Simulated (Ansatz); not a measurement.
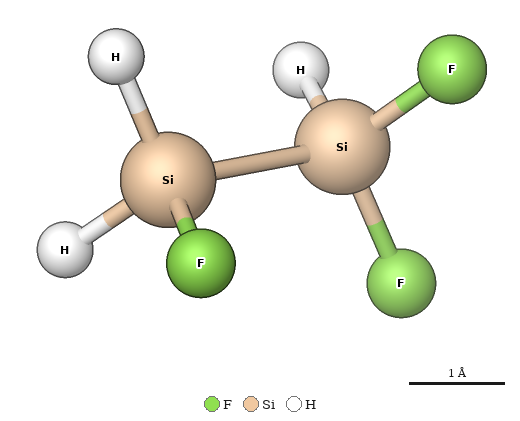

Starting structure of Si$_{2}$H$_{3}$F$_{3}$ (coarse preliminary run). A ball-and-stick model, seen from a free direction.

The start comes from a force field.

Level of theory: RKS PBE-D4/def2-SVP (Ansatz).

The input:
```yaml
crystal:
  periodic: [false, false, false]
  atoms:
    - {symbol: F, position_ang: [-1.748800, -0.000500, 1.543100]}
    - {symbol: Si, position_ang: [-0.253900, 0.371900, 1.088500]}
    - {symbol: Si, position_ang: [0.256100, -0.370900, -1.046600]}
    - {symbol: F, position_ang: [0.186100, -1.962500, -1.159900]}
    - {symbol: F, position_ang: [-0.754100, 0.301800, -2.187200]}
    - {symbol: H, position_ang: [-0.147300, 1.864200, 1.176500]}
    - {symbol: H, position_ang: [0.677500, -0.223900, 2.075900]}
    - {symbol: H, position_ang: [1.669400, 0.054400, -1.390100]}
basis:
  gaussian: {orbitals: def2-SVP}
hamiltonian: {xc: pbe, dispersion: d4}
relax: {f_tol: 0.03, max_steps: 200}
```

### Predict the outcome.

The energy falls by 0.101 eV in 4 geometry steps. The largest force component goes from 1.7 to 0.0092 eV/Å. The largest move after the best rigid fit is that of H8, 0.14 Å. Largest moves by element: H 0.14 Å, F 0.12 Å, Si 0.06 Å. Among the contacts that change: Si2–Si3 2.317 → 2.357 Å, Si3–F4 1.597 → 1.633 Å, F1–Si2 1.606 → 1.642 Å, Si3–F5 1.666 → 1.634 Å. Among the angles between lasting bonds that change: Si2–Si3–H8 108.9° → 115.3°, F1–Si2–Si3 113.0° → 108.1°, Si2–Si3–F4 112.0° → 108.9°. The run took of the order of 8 core-seconds on a shared host.

History of the run:

```csv
step,"E − E(0), eV","largest force component, eV/Å"
0,0.0000,1.6520
1,-0.0685,0.9546
2,-0.0948,0.3733
3,-0.1001,0.0901
4,-0.1012,0.0092
```

Final geometry:

```xyz
8

F    -1.7823   -0.0674    1.4434
Si   -0.2414    0.3990    1.1187
Si    0.3056   -0.3361   -1.0526
F     0.1477   -1.9606   -1.1173
F    -0.7593    0.3069   -2.1113
H    -0.1552    1.8980    1.2040
H     0.6811   -0.2186    2.1333
H     1.6889    0.0133   -1.5180
```

After the run, drawn alike:

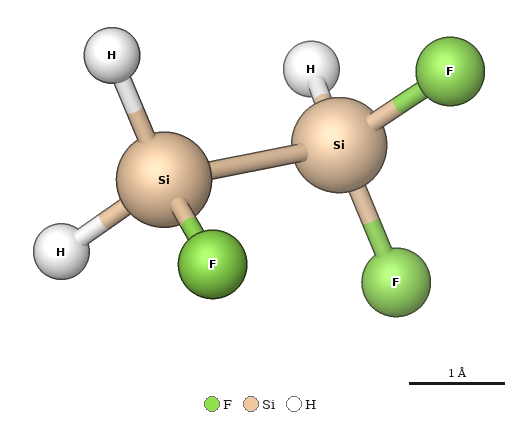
